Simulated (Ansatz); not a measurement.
**Thickness series in hypothetical CdI2 type TeS2**

The parent structure is TeS2 in the CdI2 type structure (space group P-3m1, No. 164; a hypothetical phase, not in the database extracts checked; layered, stacked along the Cartesian z axis).

```xyz
3
Lattice="3.7954 0.0000 0.0000 -1.8977 3.2869 0.0000 0.0000 0.0000 5.9008" Properties=species:S:1:pos:R:3 pbc="T T T"
Te     0.0000     0.0000     0.0000
S      0.0000     2.1913     1.5482
S      1.8977     1.0956     4.3526
```

Free-standing slabs (3 atom(s) a layer) normal to the stacking axis with 15 Å of vacuum; in-plane cell relaxed.

Level of theory: Kohn–Sham DFT with the r2SCAN+rVV10 functional, run in Ansatz (a first-principles code) with PAW and 500 eV plane waves, no spin-orbit coupling.

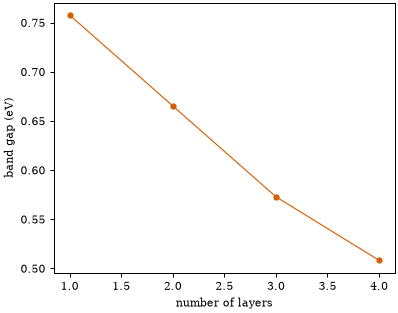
Figure. Band gap against number of layers

| number of layers | band gap |
|---|---|
| 1 | 0.76 eV |
| 2 | 0.67 eV |
| 3 | 0.57 eV |
| 4 | 0.51 eV |

With Te present, leaving out spin-orbit coupling can change the band edges. Whether these cells are dynamically stable was not tested.
